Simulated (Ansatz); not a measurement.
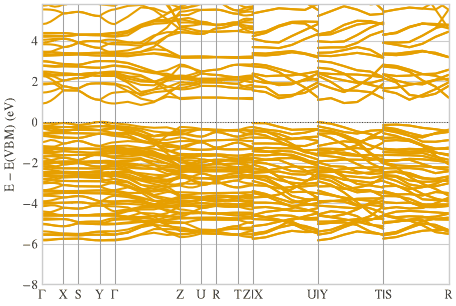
Figure: Band structure from r²SCAN in the plane-wave PAW code Ansatz

Read off the gap and where the band edges lie.

About 0.8 eV (0.79 eV by a search for the band edges); maximum on the Y–Γ line, 17 % of the way from Y, minimum on the Γ–Z line, 46 % of the way from Γ.

Which compound is it?
(A) Cs2HgSe2, Pbam (Hg on 2a, Cs on 4h, Se on 4g)
(B) PdS2, Pbca (Pd on 4a, S on 8c)
(C) Ta2Pd3Se8, Pbam (Pearson symbol oP26)
(D) CsI3, Pnma (Cs on 4c, I on 4c, I on 4c, I on 4c)

C, Ta2Pd3Se8, Pbam (Pearson symbol oP26)

The workflow started from a Materials Project entry (that database holds measured and hypothetical structures alike); the Crystallography Open Database copy checked does not list it. Its standing as an ambient phase is unchecked. The cell was relaxed with r²SCAN under the symmetry of its start; whether a distortion lowers the energy is not shown. No spin polarisation was allowed. Scalar-relativistic: spin–orbit coupling is off unless named, which matters more the heavier the elements.

Potentials: the later of the program's two PAW sets.
